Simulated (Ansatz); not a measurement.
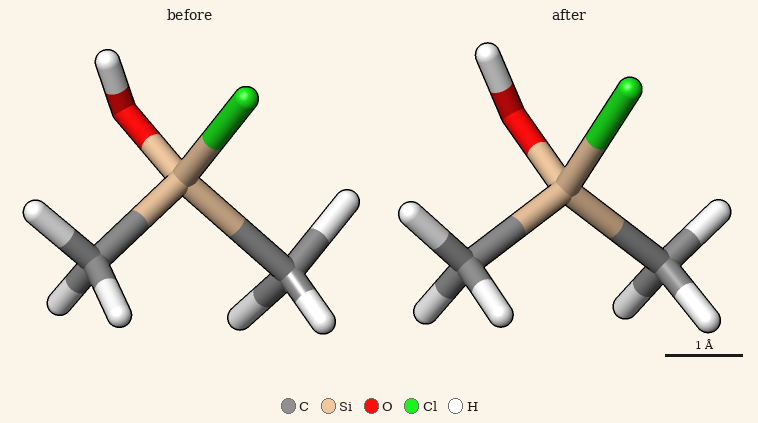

The structure of C₂H₇ClOSi before (left) and after (right) a relaxation, at one scale.

The picture is a stick view, seen at a tilt.

All numbers below come from Ansatz 0.2.0, RKS SVWN5/6-31++G**.

The input:
```yaml
crystal:
  periodic: [false, false, false]
  atoms:
    - {symbol: C, position_ang: [-1.472385, 0.410631, 0.062889]}
    - {symbol: Si, position_ang: [0.262994, 0.198258, -0.433949]}
    - {symbol: C, position_ang: [1.135708, -0.551179, 1.185797]}
    - {symbol: O, position_ang: [0.406196, -0.672559, -1.795527]}
    - {symbol: Cl, position_ang: [0.902830, 2.073531, -0.591228]}
    - {symbol: H, position_ang: [-1.789541, 0.992309, 0.973195]}
    - {symbol: H, position_ang: [-1.992312, 0.882370, -0.788794]}
    - {symbol: H, position_ang: [-1.847894, -0.493433, 0.138988]}
    - {symbol: H, position_ang: [1.133192, -0.415008, 1.997749]}
    - {symbol: H, position_ang: [2.389348, -0.648750, 0.666061]}
    - {symbol: H, position_ang: [0.715324, -1.843795, 1.128587]}
    - {symbol: H, position_ang: [0.331680, -0.054011, -2.344854]}
basis:
  gaussian: {orbitals: "6-31++G**", final_grid: {core_spheres: 8, valence_spheres: 7, degree: 23}}
hamiltonian: {xc: {name: SVWN5}}
relax: {f_tol: 0.0001, max_steps: 3}
output: {forces: true}
```

Launched with:
```bash
ansatz run in.yaml --threads 4 --pin off --events-out ev --progress --plain --max-ram 10444MiB
```

Describe what moved and what it gained.

The relaxation stopped without meeting its thresholds, so the last structure isn't shown to be converged. The input was poor on purpose: steps. After 2 geometry steps the energy has fallen by 130.4 kcal/mol. The largest force component goes from 26 to 0.55 eV/Å. The atom that moves furthest after the best rigid fit is C3 (0.23 Å). By element the largest moves are C 0.23 Å, H 0.20 Å, Si 0.15 Å, O 0.14 Å, Cl 0.14 Å. Among the contacts that change: C3–H9 0.823 → 1.104 Å, C3–H10 1.361 → 1.103 Å, C3–H11 1.360 → 1.107 Å, O4–H12 0.831 → 0.985 Å. Bond angles that change, for instance: Si2–C3–H9 137.8° → 117.5°, Si2–C3–H10 96.9° → 108.9°, C1–Si2–C3 103.9° → 115.6°. The run took 2.1 s on 4 threads of Arm Neoverse V2 (shared host).
